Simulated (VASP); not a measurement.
Band structure of TaC (rock salt). All values below come from vdW-DF2, VASP's PBE PAW potentials (set 64) (plane waves; VASP).

Unless said otherwise, spin-orbit coupling is left out, though it shifts the bands of the heavy elements here.

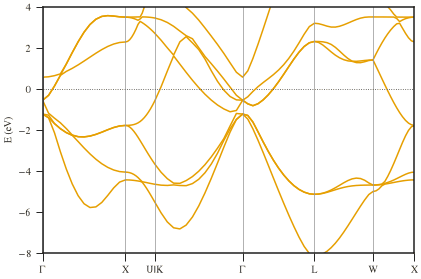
Figure: Bands along high-symmetry lines, zero at the valence-band maximum or, without a gap, the Fermi level

Q: Read the plot: is there a gap, and where are the band edges?

A: It has no gap at this level: it comes out as a metal or semimetal. (Edges off the drawn lines would not show.)

The compound is TaC in the rock salt structure. It was relaxed first, which changed the volume by +7 %. The electron count is odd and the run is not spin-polarised, which forces a metal.
